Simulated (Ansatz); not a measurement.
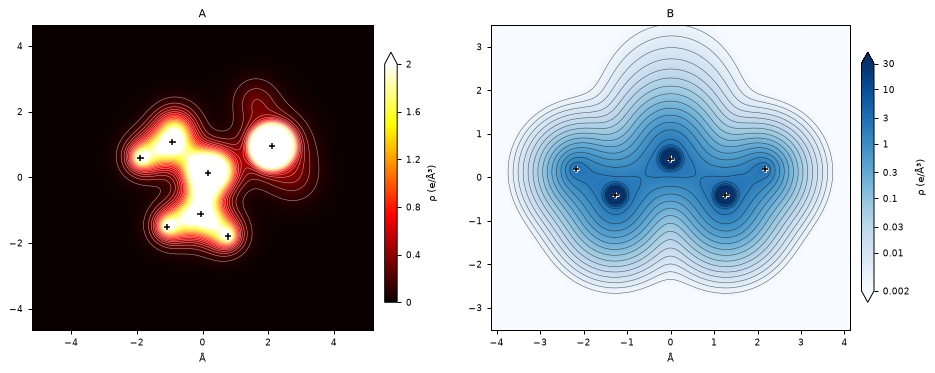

The total electron density of 2 systems, each on a plane through atoms (crosses mark nuclei in the plane).

Computed with Ansatz, UKS PBE0-D4/def2-TZVPP.

System 1: C2H6FGaN (SMILES [CH2][N](C)[GaH][F]) (doublet), the plane of atoms C1, N2 and Ga4. Geometry: PBE0-D4/def2-TZVP.

```csv
atom,x (Å),y (Å),z (Å)
C,-0.7428,1.2409,-0.3853
N,-0.0199,0.2512,-0.0792
C,0.2271,-0.8045,-1.0379
Ga,0.9676,0.0678,1.7769
F,0.7925,-1.7240,1.7928
H,-1.1847,1.3474,-1.3774
H,-0.9300,2.0100,0.3600
H,-0.3413,-0.6561,-1.9595
H,1.2953,-0.8360,-1.2611
H,-0.0294,-1.7548,-0.5681
H,-0.0345,0.8579,2.7389
```

System 2: C3H8GaS (doublet), the plane of atoms C2, C3 and H11. Geometry: PBE0-D4/def2-TZVP.

```xyz
13

C    -0.4672   -0.4652    1.3434
C     0.0149   -0.7817   -0.0634
C     1.4300   -0.2881   -0.3191
Ga   -1.2361    0.1169   -1.3947
S    -1.2387    2.3566   -1.1829
H    -1.4733   -0.8464    1.5365
H    -0.4785    0.6118    1.5352
H     0.2012   -0.9181    2.0868
H    -0.0459   -1.8573   -0.2471
H     2.1269   -0.7382    0.3995
H     1.7872   -0.5423   -1.3205
H     1.5073    0.7972   -0.2054
H    -2.1278    2.5548   -2.1683
```

**Match each panel to its system.**

Panel A is system 1, C2H6FGaN: the plane holds C, N, Ga and H. C–N (1.26 Å): the density is about 2.9 e/Å³ at the midpoint. Panel B is system 2, C3H8GaS: the plane holds C and H. C–C (1.52 Å): ρ is about 1.7 e/Å³ halfway.
